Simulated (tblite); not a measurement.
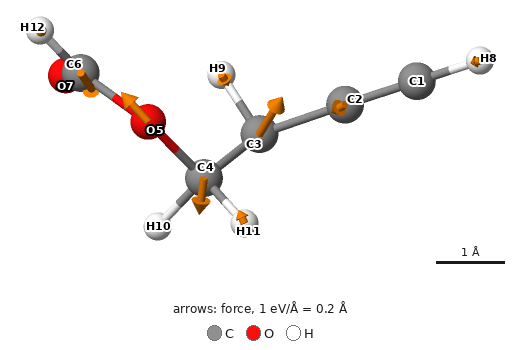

Starting geometry of C₅H₅O₂ (multiplicity 2) with the computed forces as orange arrows. Style: ball-and-stick. Shown face on.

Level of theory: GFN2-xTB geometry optimisation, gas phase (tblite). 

> Is this structure relaxed? If not, where do the atoms go?

It isn't relaxed: the largest force vector, on C atoms, is 4.34 eV/Å. The final displacements have little in common with the starting forces (cosine between the two patterns 0.21). Over 123 geometry steps the energy falls by 1.164 eV. O7 moves most after the best rigid fit: 1.21 Å. Largest moves by element: O 1.21 Å, H 0.94 Å, C 0.74 Å. Among the contacts that change: C2–C3 1.466 → 1.360 Å, O5–C6 1.395 → 1.317 Å, C6–O7 1.258 → 1.196 Å, C4–O5 1.395 → 1.444 Å. Among the angles between lasting bonds that change: C2–C3–C4 109.5° → 122.6°, C4–C3–H9 107.0° → 117.8°, C2–C3–H9 109.5° → 119.6°. Groups turn about C4–O5 by about 50°.
